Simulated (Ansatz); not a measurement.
**Run report: MgSi2H5 (charge +1), geometry relaxation**

MgSi2H5, charge +1, computed with RKS PBE0-D4/def2-TZVP (Ansatz 0.2.0).

Figures and captions count atoms from 1; the log counts them from 0 in places.

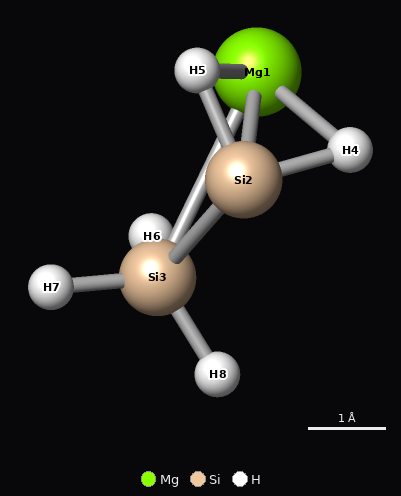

The starting structure (ball-and-stick view, seen at an oblique angle; atoms are numbered from 1 in the order of the input). Sticks mark near contacts.

## Input
```yaml
crystal:
  periodic: [false, false, false]
  atoms:
    - {symbol: Mg, position_ang: [0.335160, 1.985895, 0.454172]}
    - {symbol: Si, position_ang: [-0.511070, 0.356808, -1.313924]}
    - {symbol: Si, position_ang: [0.239369, -1.025685, 0.570617]}
    - {symbol: H, position_ang: [-1.466115, 1.432084, -0.712437]}
    - {symbol: H, position_ang: [0.661993, 1.331171, -1.637231]}
    - {symbol: H, position_ang: [0.802975, -0.378729, 1.821929]}
    - {symbol: H, position_ang: [1.323038, -1.863703, -0.030973]}
    - {symbol: H, position_ang: [-1.000740, -1.764235, 0.964091]}
basis:
  gaussian: {orbitals: def2-TZVP}
total_charge: 1
hamiltonian: {xc: pbe0, dispersion: d4}
relax: {f_tol: 0.005, max_steps: 200}
```

Run on 2 threads of Intel Xeon @ 2.50GHz, 11 GiB of memory available, shared host.

Run as:
```bash
ansatz run in.yaml --threads 2 --pin off --events-out ev --progress --plain --max-ram 4352MiB
```

## What the program printed
```
Functional definition: PBE0
  name "PBE0"
  cite "Adamo & Barone, J. Chem. Phys. 110, 6158 (1999) doi:10.1063/1.478522"
  cite "Perdew, Burke & Ernzerhof, Phys. Rev. Lett. 77, 3865 (1996) doi:10.1103/PhysRevLett.77.3865"
  parent pbe
  parameter a = 0.25
  parameter kappa = 0.804
  parameter beta = 0.06672455060314922
  exchange = (1 - a)*pbe_x(kappa = kappa, mu = beta*pi^2/3) + a*exact_x
  correlation = pbe_c(beta = beta)
1044 factors; their error is unknown
mean field evaluation 1: about -21260.3470 eV, gradient 2.8e1 eV
mean field evaluation 2: about -21253.9058 eV, gradient 4.5e1 eV
mean field evaluation 4: about -21263.7643 eV, gradient 3.2e0 eV
mean field evaluation 8: about -21263.7991 eV, gradient 8.1e-2 eV
mean field evaluation 16: about -21263.8872 eV, gradient 1.4e-5 eV
mean field -21263.88720109 eV, -781.4334414597 hartree, gradient 1.4e-5 eV, S^2 0.000000; 0 other end points of the search recorded, 0 dependent functions left out
the calculation of the forces begins
reference -21263.88724033 eV, -781.4334429017 hartree; 22, 22 occupied and 114, 114 virtual orbitals, 1044 factors
relax step   1: F+E_penalty+E_count = -21264.01871644 eV  Δ(F+E_penalty+E_count) = +0.000e0 eV  max|allowed force component| = 3.286e-1 eV/Å  Δτ_max = 0.0000 Å  (26 SCF iters, accepted)
these checks for a lower state are left out or cut short: starts, cluster_reference, orbital_swaps, neighbouring_geometries, increment
1044 factors; their error is unknown
mean field -21263.92996230 eV, -781.4350129052 hartree, gradient 2.1e-5 eV, S^2 0.000000; 0 other end points of the search recorded, 0 dependent functions left out
the calculation of the forces begins
reference -21263.93000082 eV, -781.4350143206 hartree; 22, 22 occupied and 114, 114 virtual orbitals, 1044 factors
relax step   2: F+E_penalty+E_count = -21264.06162956 eV  Δ(F+E_penalty+E_count) = -4.291e-2 eV  max|allowed force component| = 1.840e-1 eV/Å  Δτ_max = 0.1081 Å  (29 SCF iters, accepted)
these checks for a lower state are left out or cut short: starts, cluster_reference, orbital_swaps, neighbouring_geometries, increment
1044 factors; their error is unknown
mean field -21263.94303380 eV, -781.4354932738 hartree, gradient 1.4e-5 eV, S^2 0.000000; 0 other end points of the search recorded, 0 dependent functions left out
the calculation of the forces begins
reference -21263.94307190 eV, -781.4354946740 hartree; 22, 22 occupied and 114, 114 virtual orbitals, 1044 factors
relax step   3: F+E_penalty+E_count = -21264.07537557 eV  Δ(F+E_penalty+E_count) = -1.375e-2 eV  max|allowed force component| = 2.046e-1 eV/Å  Δτ_max = 0.0663 Å  (29 SCF iters, accepted)
these checks for a lower state are left out or cut short: starts, cluster_reference, orbital_swaps, neighbouring_geometries, increment
1044 factors; their error is unknown
mean field evaluation 32: about -21263.8382 eV, gradient 2.3e0 eV
mean field -21263.95377883 eV, -781.4358881466 hartree, gradient 9.3e-6 eV, S^2 0.000000; 0 other end points of the search recorded, 0 dependent functions left out
the calculation of the forces begins
reference -21263.95381662 eV, -781.4358895353 hartree; 22, 22 occupied and 114, 114 virtual orbitals, 1044 factors
relax step   4: F+E_penalty+E_count = -21264.08673465 eV  Δ(F+E_penalty+E_count) = -1.136e-2 eV  max|allowed force component| = 2.135e-1 eV/Å  Δτ_max = 0.0708 Å  (29 SCF iters, accepted)
these checks for a lower state are left out or cut short: starts, cluster_reference, orbital_swaps, neighbouring_geometries, increment
1044 factors; their error is unknown
mean field -21263.96925295 eV, -781.4364568100 hartree, gradient 7.4e-5 eV, S^2 0.000000; 0 other end points of the search recorded, 0 dependent functions left out
the calculation of the forces begins
reference -21263.96929033 eV, -781.4364581836 hartree; 22, 22 occupied and 114, 114 virtual orbitals, 1044 factors
relax step   5: F+E_penalty+E_count = -21264.10517758 eV  Δ(F+E_penalty+E_count) = -1.844e-2 eV  max|allowed force component| = 3.785e-1 eV/Å  Δτ_max = 0.1952 Å  (30 SCF iters, accepted)
these checks for a lower state are left out or cut short: starts, cluster_reference, orbital_swaps, neighbouring_geometries, increment
1044 factors; their error is unknown
mean field -21263.98907688 eV, -781.4371853260 hartree, gradient 7.8e-5 eV, S^2 0.000000; 0 other end points of the search recorded, 0 dependent functions left out
the calculation of the forces begins
reference -21263.98911418 eV, -781.4371866967 hartree; 22, 22 occupied and 114, 114 virtual orbitals, 1044 factors
relax step   6: F+E_penalty+E_count = -21264.12413823 eV  Δ(F+E_penalty+E_count) = -1.896e-2 eV  max|allowed force component| = 1.346e-1 eV/Å  Δτ_max = 0.0432 Å  (26 SCF iters, accepted)
these checks for a lower state are left out or cut short: starts, cluster_reference, orbital_swaps, neighbouring_geometries, increment
1044 factors; their error is unknown
mean field -21263.99237491 eV, -781.4373065262 hartree, gradient 7.6e-5 eV, S^2 0.000000; 0 other end points of the search recorded, 0 dependent functions left out
the calculation of the forces begins
reference -21263.99241222 eV, -781.4373078973 hartree; 22, 22 occupied and 114, 114 virtual orbitals, 1044 factors
relax step   7: F+E_penalty+E_count = -21264.12758476 eV  Δ(F+E_penalty+E_count) = -3.447e-3 eV  max|allowed force component| = 6.033e-2 eV/Å  Δτ_max = 0.0311 Å  (26 SCF iters, accepted)
these checks for a lower state are left out or cut short: starts, cluster_reference, orbital_swaps, neighbouring_geometries, increment
1044 factors; their error is unknown
mean field -21263.99328943 eV, -781.4373401343 hartree, gradient 7.4e-5 eV, S^2 0.000000; 0 other end points of the search recorded, 0 dependent functions left out
the calculation of the forces begins
reference -21263.99332671 eV, -781.4373415041 hartree; 22, 22 occupied and 114, 114 virtual orbitals, 1044 factors
relax step   8: F+E_penalty+E_count = -21264.12858252 eV  Δ(F+E_penalty+E_count) = -9.978e-4 eV  max|allowed force component| = 1.929e-2 eV/Å  Δτ_max = 0.0138 Å  (26 SCF iters, accepted)
these checks for a lower state are left out or cut short: starts, cluster_reference, orbital_swaps, neighbouring_geometries, increment
1044 factors; their error is unknown
mean field evaluation 64: about -21263.9934 eV, gradient 2.2e-5 eV
mean field -21263.99339786 eV, -781.4373441191 hartree, gradient 2.2e-5 eV, S^2 0.000000; 0 other end points of the search recorded, 0 dependent functions left out
the calculation of the forces begins
reference -21263.99343514 eV, -781.4373454891 hartree; 22, 22 occupied and 114, 114 virtual orbitals, 1044 factors
relax step   9: F+E_penalty+E_count = -21264.12866026 eV  Δ(F+E_penalty+E_count) = -7.773e-5 eV  max|allowed force component| = 5.094e-3 eV/Å  Δτ_max = 0.0049 Å  (23 SCF iters, accepted)
these checks for a lower state are left out or cut short: starts, cluster_reference, orbital_swaps, neighbouring_geometries, increment
1044 factors; their error is unknown
mean field -21263.99340471 eV, -781.4373443708 hartree, gradient 4.4e-5 eV, S^2 0.000000; 0 other end points of the search recorded, 0 dependent functions left out
the calculation of the forces begins
reference -21263.99344199 eV, -781.4373457408 hartree; 22, 22 occupied and 114, 114 virtual orbitals, 1044 factors
relax step  10: F+E_penalty+E_count = -21264.12866795 eV  Δ(F+E_penalty+E_count) = -7.695e-6 eV  max|allowed force component| = 1.328e-3 eV/Å  Δτ_max = 0.0014 Å  (19 SCF iters, accepted)
```

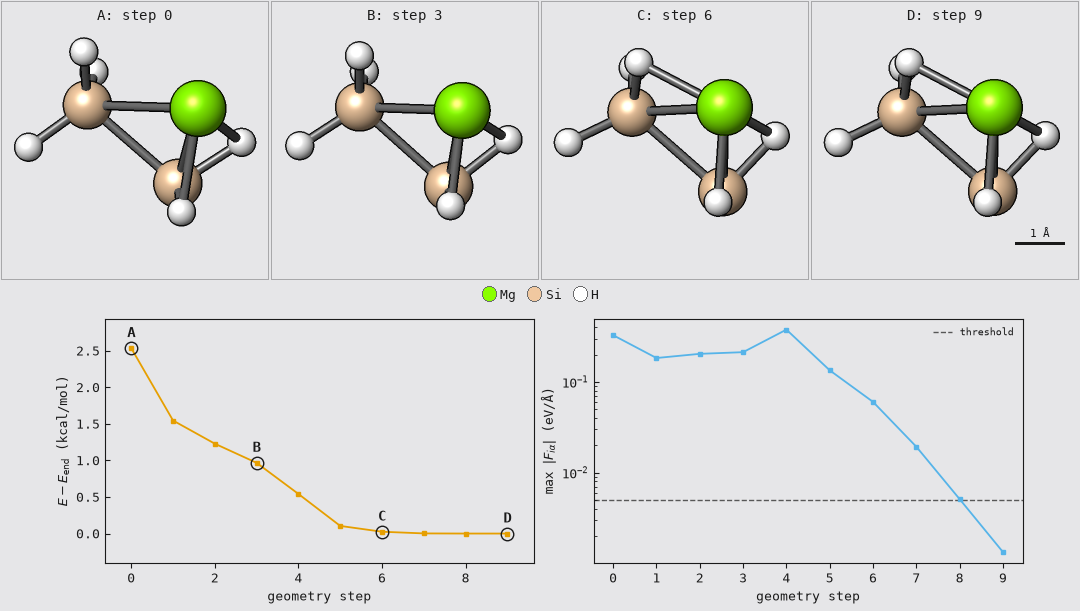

Frames of the relaxation (ball-and-stick view, seen at a tilt) above the curves, on which the letters mark them (the first geometry is step 0 here and step 1 in the log).

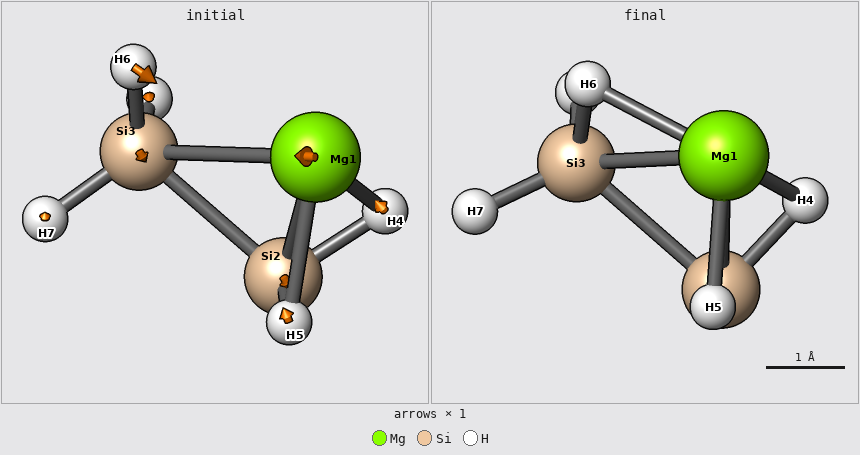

Before (left) and after (right) the relaxation, at one scale (ball-and-stick view, seen at a tilt). The orange arrows give the displacements, at true length. Over 9 geometry steps the energy falls by 2.54 kcal/mol. Largest force component: 0.33 eV/Å at the start, 0.0013 eV/Å at the end. The atom that moves furthest after the best rigid fit is H6 (0.39 Å). By element the largest moves are H 0.39 Å, Mg 0.37 Å, Si 0.21 Å. Among the contacts that change: Mg1–H6 2.771 → 2.071 Å, Mg1–Si3 3.015 → 2.622 Å, Mg1–H4 2.216 → 1.964 Å, Si3–H6 1.517 → 1.569 Å. Among the angles that change: Si3–Si2–H4 106.2° → 92.2°, Mg1–Si3–H6 66.1° → 52.2°, Mg1–Si2–Si3 74.1° → 63.6°. (Atoms are counted from 1 in the order of the input.)

```
1044 factors; their error is unknown
mean field -21263.99340471 eV, -781.4373443708 hartree, gradient 4.4e-5 eV, S^2 0.000000; 1 other end points of the search recorded, 0 dependent functions left out
the calculation of the forces begins
reference -21263.99344199 eV, -781.4373457408 hartree; 22, 22 occupied and 114, 114 virtual orbitals, 1044 factors
Total energy: -21264.12870523 eV, -781.4423165732 hartree
Atom 0 at     0.321324     1.616512     0.478982 Å, force    -0.000066    -0.000317     0.000249 eV/Å
Atom 1 at    -0.588370     0.381575    -1.502639 Å, force     0.000496    -0.000238    -0.000652 eV/Å
Atom 2 at     0.167504    -0.999353     0.398446 Å, force    -0.001124    -0.001092     0.001328 eV/Å
Atom 3 at    -1.344346     1.403825    -0.538987 Å, force     0.000241    -0.000470     0.001273 eV/Å
Atom 4 at     0.706471     1.309995    -1.421562 Å, force     0.000730     0.000364    -0.000947 eV/Å
Atom 5 at     0.712012    -0.102615     1.565785 Å, force    -0.000183     0.001249    -0.000167 eV/Å
Atom 6 at     1.351046    -1.821247     0.074236 Å, force    -0.000485     0.000685    -0.000657 eV/Å
Atom 7 at    -0.941032    -1.715086     1.061982 Å, force     0.000391    -0.000181    -0.000428 eV/Å
Dipole moment:     0.380394     1.049036     0.772268 e Å
```

## Trajectory as extended XYZ (Å, eV, eV/Å), 10 frames, from step=1 to step=10
```
8
Properties=species:S:1:pos:R:3:forces:R:3 step=1 energy=-21264.01872
Mg    0.3352    1.9859    0.4542   -0.1449  -0.3286  -0.2934
Si   -0.5111    0.3568   -1.3139    0.1427   0.2986   0.2999
Si    0.2394   -1.0257    0.5706    0.0377   0.0125   0.0759
H    -1.4661    1.4321   -0.7124    0.1998  -0.0961  -0.0300
H     0.6620    1.3312   -1.6372   -0.1632  -0.0799   0.1298
H     0.8030   -0.3787    1.8219   -0.1038  -0.1308  -0.2293
H     1.3230   -1.8637   -0.0310   -0.2439   0.1732   0.1343
H    -1.0007   -1.7642    0.9641    0.2756   0.1510  -0.0872
8
Properties=species:S:1:pos:R:3:forces:R:3 step=2 energy=-21264.06163
Mg    0.3199    1.8808    0.4343   -0.0250  -0.0149  -0.0548
Si   -0.5145    0.3439   -1.3197   -0.0775  -0.0207  -0.1840
Si    0.2399   -0.9894    0.5667   -0.0149  -0.1381  -0.0146
H    -1.4302    1.4272   -0.6979    0.0341   0.0293   0.0897
H     0.6488    1.3273   -1.5996    0.0437   0.0296   0.0852
H     0.8009   -0.3631    1.8134    0.0039   0.0206   0.0037
H     1.3070   -1.8263   -0.0321   -0.0355   0.0500   0.0591
H    -0.9872   -1.7268    0.9511    0.0712   0.0443   0.0158
8
Properties=species:S:1:pos:R:3:forces:R:3 step=3 energy=-21264.07538
Mg    0.3026    1.8508    0.3993    0.0346  -0.0390   0.0865
Si   -0.5292    0.3388   -1.3556   -0.0993  -0.1845  -0.2046
Si    0.2288   -0.9817    0.5419   -0.0157  -0.0935  -0.0331
H    -1.3941    1.4143   -0.6440   -0.0844   0.1355   0.0490
H     0.6634    1.3168   -1.5359    0.1043   0.1242  -0.0288
H     0.7863   -0.3291    1.7744    0.0443   0.0918   0.0913
H     1.3068   -1.8171   -0.0235    0.0361  -0.0203   0.0089
H    -0.9801   -1.7192    0.9596   -0.0198  -0.0142   0.0307
8
Properties=species:S:1:pos:R:3:forces:R:3 step=4 energy=-21264.08674
Mg    0.3010    1.7929    0.4079    0.0535  -0.0239   0.1274
Si   -0.5427    0.3358   -1.3850   -0.0837  -0.0222  -0.2135
Si    0.2213   -0.9897    0.5216   -0.0456  -0.0207  -0.0802
H    -1.3701    1.4324   -0.6312   -0.1192   0.0071   0.0548
H     0.6586    1.3348   -1.5058    0.1179  -0.0005  -0.0562
H     0.7725   -0.2757    1.7300    0.0585   0.0785   0.1266
H     1.3153   -1.8298   -0.0016    0.0507  -0.0100  -0.0004
H    -0.9713   -1.7271    0.9802   -0.0320  -0.0085   0.0414
8
Properties=species:S:1:pos:R:3:forces:R:3 step=5 energy=-21264.10518
Mg    0.3094    1.6140    0.4552    0.0341   0.2136   0.0534
Si   -0.5840    0.3502   -1.4887    0.0806   0.3200   0.1313
Si    0.1929   -0.9833    0.4556   -0.1765  -0.3785  -0.3507
H    -1.3475    1.4310   -0.5592    0.0281  -0.1858  -0.0932
H     0.6976    1.3368   -1.4367   -0.1098  -0.1825  -0.0409
H     0.7337   -0.1228    1.6150    0.0598   0.0470   0.1358
H     1.3363   -1.8293    0.0431   -0.0026   0.0847   0.1007
H    -0.9537   -1.7229    1.0318    0.0863   0.0816   0.0637
8
Properties=species:S:1:pos:R:3:forces:R:3 step=6 energy=-21264.12414
Mg    0.3189    1.6318    0.4745    0.0007   0.0009   0.0004
Si   -0.5838    0.3865   -1.4920    0.0109  -0.0315   0.0114
Si    0.1767   -0.9991    0.4189   -0.0657  -0.1010  -0.1346
H    -1.3651    1.4159   -0.5511    0.1113  -0.0308  -0.0209
H     0.7134    1.3202   -1.4433   -0.0986  -0.0204   0.0615
H     0.7178   -0.1195    1.5784    0.0439   0.0522   0.0967
H     1.3488   -1.8350    0.0715   -0.0439   0.0696   0.0097
H    -0.9422   -1.7273    1.0594    0.0414   0.0610  -0.0242
8
Properties=species:S:1:pos:R:3:forces:R:3 step=7 energy=-21264.12758
Mg    0.3218    1.6175    0.4803   -0.0092  -0.0410  -0.0233
Si   -0.5892    0.3812   -1.5083    0.0172   0.0025   0.0586
Si    0.1661   -1.0009    0.3983    0.0170  -0.0012   0.0109
H    -1.3365    1.4055   -0.5447   -0.0603   0.0083   0.0203
H     0.6975    1.3153   -1.4221    0.0578  -0.0028  -0.0191
H     0.7131   -0.1109    1.5700   -0.0084   0.0297  -0.0208
H     1.3540   -1.8196    0.0752   -0.0311   0.0022   0.0002
H    -0.9421   -1.7145    1.0676    0.0170   0.0024  -0.0267
8
Properties=species:S:1:pos:R:3:forces:R:3 step=8 energy=-21264.12858
Mg    0.3217    1.6137    0.4811   -0.0056   0.0103  -0.0102
Si   -0.5888    0.3814   -1.5026    0.0024  -0.0014  -0.0026
Si    0.1679   -1.0000    0.3979   -0.0097   0.0190  -0.0056
H    -1.3449    1.4033   -0.5387    0.0059  -0.0015   0.0057
H     0.7069    1.3083   -1.4199    0.0010   0.0039  -0.0009
H     0.7121   -0.0985    1.5638   -0.0008  -0.0193   0.0006
H     1.3515   -1.8210    0.0736    0.0055  -0.0042   0.0038
H    -0.9418   -1.7135    1.0611    0.0013  -0.0068   0.0092
8
Properties=species:S:1:pos:R:3:forces:R:3 step=9 energy=-21264.12866
Mg    0.3215    1.6163    0.4788    0.0013   0.0020   0.0008
Si   -0.5876    0.3816   -1.5028   -0.0035  -0.0004  -0.0001
Si    0.1669   -0.9992    0.3989    0.0051  -0.0017  -0.0016
H    -1.3443    1.4029   -0.5385    0.0011   0.0018  -0.0023
H     0.7070    1.3108   -1.4226   -0.0025  -0.0020   0.0041
H     0.7118   -0.1028    1.5663   -0.0008   0.0015  -0.0006
H     1.3504   -1.8206    0.0736    0.0015  -0.0016   0.0007
H    -0.9410   -1.7155    1.0626   -0.0023   0.0004  -0.0009
8
Properties=species:S:1:pos:R:3:forces:R:3 step=10 energy=-21264.12867
Mg    0.3213    1.6165    0.4790   -0.0001  -0.0003   0.0002
Si   -0.5884    0.3816   -1.5026    0.0005  -0.0002  -0.0007
Si    0.1675   -0.9994    0.3984   -0.0011  -0.0011   0.0013
H    -1.3443    1.4038   -0.5390    0.0002  -0.0005   0.0013
H     0.7065    1.3100   -1.4216    0.0007   0.0004  -0.0009
H     0.7120   -0.1026    1.5658   -0.0002   0.0012  -0.0002
H     1.3510   -1.8212    0.0742   -0.0005   0.0007  -0.0007
H    -0.9410   -1.7151    1.0620    0.0004  -0.0002  -0.0004
```

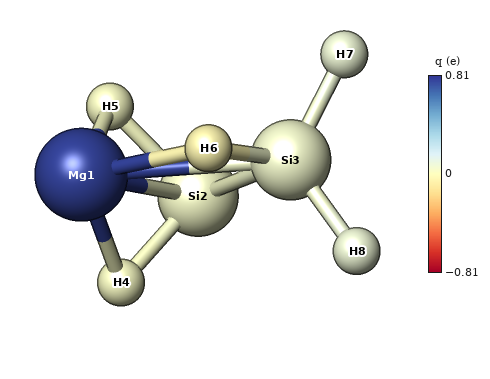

Mulliken charges, as the colour of each atom (ball-and-stick view, seen at a tilt; atoms are numbered from 1 in the order of the input). By element: Mg +0.77, Si +0.04 to +0.05 and H −0.04 to +0.07 e.

## Summary

```csv
quantity,value
outcome,converged
total energy,−21264.1287 eV
mean-field energy,−21263.9934 eV
dispersion energy,−0.1353 eV
SCF solution under orbital rotations,stable
largest force (length of the vector) at the end,0.002 eV/Å
wall time,48 s (CPU time 89 s)
peak memory,0.39 GiB
```
